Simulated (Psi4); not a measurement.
**InCl2F (SMILES [F][In]([Cl])[Cl]): TPSS/def2-SVP (core potential)**

Aim: the vertical singlet–triplet gap of InCl2F at TPSS/def2-SVP (core potential), from 2 runs. Input form: a Python script.

The calculation is run with Psi4 1.11.

22 further runs of the same task are left out: 19 that didn't finish, 3 set aside as unsound or not needed.

### Step 1. Starting point

InCl2F has 4 atoms, charge 0, and is taken as a singlet. As SMILES, `[F][In]([Cl])[Cl]`. Geometry: relaxed at PBE0-D4/def2-TZVP.

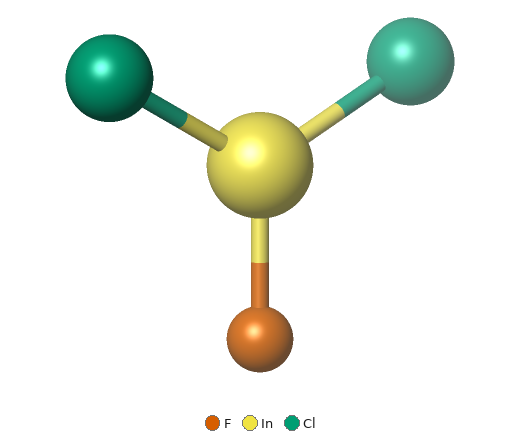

Viewed from a chosen angle; fluorine orange, indium yellow, chlorine teal.

### Step 2. Energy and gradient at TPSS/def2-SVP (core potential)

File calc.py:

```python
import psi4

psi4.set_memory('2200 MB')
psi4.set_num_threads(1)
psi4.core.set_output_file('output.dat', False)

mol = psi4.geometry("""
0 1
F      0.43633776     1.87479729     3.17266119
In     0.03609377     0.01738548     0.06727425
Cl     2.26804929    -3.65340752    -0.37000838
Cl    -2.63560103     1.64727426    -2.90828851
units bohr
symmetry c1
""")

options = {'reference': 'rks', 'puream': True, 'e_convergence': 1e-09, 'd_convergence': 1e-08, 'scf_type': 'pk', 'dft_radial_points': 99, 'dft_spherical_points': 590}
psi4.set_options(options)

e_tot = psi4.gradient('tpss/def2-SVP')
print('gradient / Eh bohr^-1')
print(e_tot.np.round(6))
for k, v in sorted(psi4.core.scalar_variables().items()):
    print(f'{k:45s} {v:18.10f}')
```

Launch:

```bash
$ python calc.py
```

output.dat:

```text
[...]
    !!!  WARNING: ECP capability is in beta. Please check occupations closely.  !!!
[...]
  Running in c1 symmetry.
[...]
  Nuclear repulsion =  299.904224818262151
[...]
  Multiplicity = 1
[...]
  Nalpha       = 32
  Nbeta        = 32
[...]
    Number of basis functions: 76
[...]
   @RKS iter   1: -1209.96363329926930   -9.11296e-01   7.61961e-03 ADIIS/DIIS
[...]
   @RKS iter  12: -1210.09414524862314   -3.41061e-12   3.45584e-09 DIIS
[...]
    Orbital Energies [Eh]
    ---------------------
    Doubly Occupied:
       1A   -100.984686     2A   -100.984677     3A    -24.385341
       4A     -9.257827     5A     -9.257818     6A     -7.042971
       7A     -7.042960     8A     -7.035460     9A     -7.035450
      10A     -7.034707    11A     -7.034696    12A     -4.578720
      13A     -3.017700    14A     -3.010549    15A     -3.008011
      16A     -1.033744    17A     -0.801153    18A     -0.795798
      19A     -0.761569    20A     -0.759184    21A     -0.752534
      22A     -0.729300    23A     -0.724100    24A     -0.431527
      25A     -0.359715    26A     -0.358240    27A     -0.334256
      28A     -0.318280    29A     -0.311366    30A     -0.303444
      31A     -0.303292    32A     -0.299756
[...]
  @RKS Final Energy: -1210.09414524862314
   => Energetics <=
    Nuclear Repulsion Energy =            299.9042248182621506
    One-Electron Energy =               -2342.8152726061312023
    Two-Electron Energy =                 916.5663135340976169
    DFT Exchange-Correlation Energy =     -83.7494109948519139
    Empirical Dispersion Energy =           0.0000000000000000
    VV10 Nonlocal Energy =                  0.0000000000000000
    Total Energy =                      -1210.0941452486231356
[...]
 Multipole Moments:
 ------------------------------------------------------------------------------------
     Multipole            Electronic (a.u.)      Nuclear  (a.u.)        Total (a.u.)
 ------------------------------------------------------------------------------------
 L = 1.  Multiply by 2.5417464519 to convert [e a0] to [Debye]
 Dipole X            :          1.3987248           -1.4328124           -0.0340876
 Dipole Y            :          6.4921270           -6.6504950           -0.1583680
 Dipole Z            :         10.8584990          -11.1229823           -0.2644833
 Magnitude           :                                                    0.3101513
[...]
  -Total Gradient:
     Atom            X                  Y                   Z
    ------   -----------------  -----------------  -----------------
       1       -0.001674656891    -0.007772738575    -0.012996843625
       2        0.000034393510     0.000105580551     0.000201357457
       3       -0.007854423207     0.013195831274     0.001888952906
       4        0.009488689712    -0.005556538929     0.010859893792
[...]
```

The script printed:

```text
gradient / Eh bohr^-1
[[-1.6750e-03 -7.7730e-03 -1.2997e-02]
 [ 3.4000e-05  1.0600e-04  2.0100e-04]
 [-7.8540e-03  1.3196e-02  1.8890e-03]
 [ 9.4890e-03 -5.5570e-03  1.0860e-02]]
CURRENT ENERGY                                  -1210.0941452486
CURRENT REFERENCE ENERGY                        -1210.0941452486
DD SOLVATION ENERGY                                 0.0000000000
DFT FUNCTIONAL TOTAL ENERGY                     -1210.0941452486
DFT TOTAL ENERGY                                -1210.0941452486
DFT VV10 ENERGY                                     0.0000000000
DFT XC ENERGY                                     -83.7494109949
GRID ELECTRONS ALPHA                               32.0000011865
GRID ELECTRONS BETA                                32.0000011865
GRID ELECTRONS TOTAL                               64.0000023731
NUCLEAR REPULSION ENERGY                          299.9042248183
ONE-ELECTRON ENERGY                             -2342.8152726061
PCM POLARIZATION ENERGY                             0.0000000000
PE ENERGY                                           0.0000000000
SCF ITERATION ENERGY                            -1210.0941452486
SCF ITERATIONS                                     12.0000000000
SCF TOTAL ENERGY                                -1210.0941452486
TWO-ELECTRON ENERGY                               916.5663135341
XC GRID RADIAL POINTS                              99.0000000000
XC GRID SPHERICAL POINTS                          590.0000000000
XC GRID TOTAL POINTS                           221549.0000000000
```

It took 14 s on 1 thread of Intel Xeon 6975P-C (Granite Rapids), shared host; peak memory 1.1 GiB.

### Step 3. The triplet at the same level

File job.py:

```python
import psi4

psi4.set_memory(2200000000)
psi4.set_num_threads(1)
psi4.core.set_output_file('psi4.out', False)

m = psi4.geometry("""
0 3
F      0.230900     0.992100     1.678900
In     0.019100     0.009200     0.035600
Cl     1.200200    -1.933300    -0.195800
Cl    -1.394700     0.871700    -1.539000
symmetry c1
""")

psi4.set_options({
    'basis': 'def2-SVP',
    'reference': 'uks',
    'puream': True,
    'e_convergence': 1e-09,
    'd_convergence': 1e-08,
    'scf_type': 'pk',
    'dft_radial_points': 99,
    'dft_spherical_points': 590,
    'maxiter': 100,
})

e, wfn = psi4.gradient("TPSS", return_wfn=True)
print('gradient / Eh bohr^-1')
print(e.np.round(6))
print(f'energy = {wfn.energy():.10f} Eh')
for k, v in sorted(psi4.core.scalar_variables().items()):
    print(f'{k:45s} {v:18.10f}')
```

Launch:

```bash
$ python job.py
```

psi4.out, shortened:

```text
[...]
    !!!  WARNING: ECP capability is in beta. Please check occupations closely.  !!!
[...]
  Running in c1 symmetry.
[...]
  Nuclear repulsion =  299.904224814640884
[...]
  Multiplicity = 3
[...]
  Nalpha       = 33
  Nbeta        = 31
[...]
    Number of basis functions: 76
[...]
   @UKS iter   1: -1209.74737660215078   -7.11971e-01   8.32496e-03 ADIIS/DIIS
[...]
   @UKS iter  81: -1209.92714639543806   -3.18323e-12   4.43878e-09 DIIS
[...]
   @S^2 Observed:                2.002238504E+00
[...]
  @UKS Final Energy: -1209.92714639543806
   => Energetics <=
    Nuclear Repulsion Energy =            299.9042248146408838
    One-Electron Energy =               -2342.9375591796342633
    Two-Electron Energy =                 916.8294983879171696
    DFT Exchange-Correlation Energy =     -83.7233104183618053
    Empirical Dispersion Energy =           0.0000000000000000
    VV10 Nonlocal Energy =                  0.0000000000000000
    Total Energy =                      -1209.9271463954380579
[...]
 Multipole Moments:
 ------------------------------------------------------------------------------------
     Multipole            Electronic (a.u.)      Nuclear  (a.u.)        Total (a.u.)
 ------------------------------------------------------------------------------------
 L = 1.  Multiply by 2.5417464519 to convert [e a0] to [Debye]
 Dipole X            :          1.3587065           -1.4328123           -0.0741058
 Dipole Y            :          6.3062351           -6.6504950           -0.3442599
 Dipole Z            :         10.5473242          -11.1229823           -0.5756581
 Magnitude           :                                                    0.6748250
[...]
  -Total Gradient:
     Atom            X                  Y                   Z
    ------   -----------------  -----------------  -----------------
       1       -0.005807075959    -0.026957139370    -0.045060137324
       2       -0.001384507565    -0.006477253882    -0.010837433911
       3       -0.039410464773     0.063190616073     0.005668537908
       4        0.046595701668    -0.029785611294     0.050179819723
[...]
```

On the terminal:

```text
gradient / Eh bohr^-1
[[-0.005807 -0.026957 -0.04506 ]
 [-0.001385 -0.006477 -0.010837]
 [-0.03941   0.063191  0.005669]
 [ 0.046596 -0.029786  0.05018 ]]
energy = -1209.9271463954 Eh
CURRENT ENERGY                                  -1209.9271463954
CURRENT REFERENCE ENERGY                        -1209.9271463954
DD SOLVATION ENERGY                                 0.0000000000
DFT FUNCTIONAL TOTAL ENERGY                     -1209.9271463954
DFT TOTAL ENERGY                                -1209.9271463954
DFT VV10 ENERGY                                     0.0000000000
DFT XC ENERGY                                     -83.7233104184
GRID ELECTRONS ALPHA                               33.0000011539
GRID ELECTRONS BETA                                31.0000011135
GRID ELECTRONS TOTAL                               64.0000022674
NUCLEAR REPULSION ENERGY                          299.9042248146
ONE-ELECTRON ENERGY                             -2342.9375591796
PCM POLARIZATION ENERGY                             0.0000000000
PE ENERGY                                           0.0000000000
SCF ITERATION ENERGY                            -1209.9271463954
SCF ITERATIONS                                     81.0000000000
SCF TOTAL ENERGY                                -1209.9271463954
TWO-ELECTRON ENERGY                               916.8294983879
XC GRID RADIAL POINTS                              99.0000000000
XC GRID SPHERICAL POINTS                          590.0000000000
XC GRID TOTAL POINTS                           221547.0000000000
```

It took 88 s on 1 thread of Intel Xeon 6975P-C (Granite Rapids), shared host; peak memory 1.1 GiB.

### Step 4. Results

Level: TPSS/def2-SVP (core potential).

```
                                        quantity           value
                           singlet: total energy  -1210.09415 Eh
                          singlet: dipole moment          0.79 D
                            singlet: HOMO energy        -8.16 eV
                            singlet: LUMO energy        -3.63 eV
                          singlet: HOMO–LUMO gap         4.52 eV
               singlet: largest force on an atom      0.796 eV/Å
                           triplet: total energy  -1209.92715 Eh
                          triplet: dipole moment          1.72 D
     triplet: HOMO energy (highest over α and β)        -3.81 eV
                                   triplet: ⟨S²⟩           2.002
               triplet: largest force on an atom      3.841 eV/Å
vertical energy of the triplet above the singlet        4.544 eV
```

What this shows: At this shape the triplet lies 4.54 eV (438 kJ/mol) above the singlet. The largest force (singlet) is 0.80 eV/Å: the shape isn't a stationary point for this species at this level.
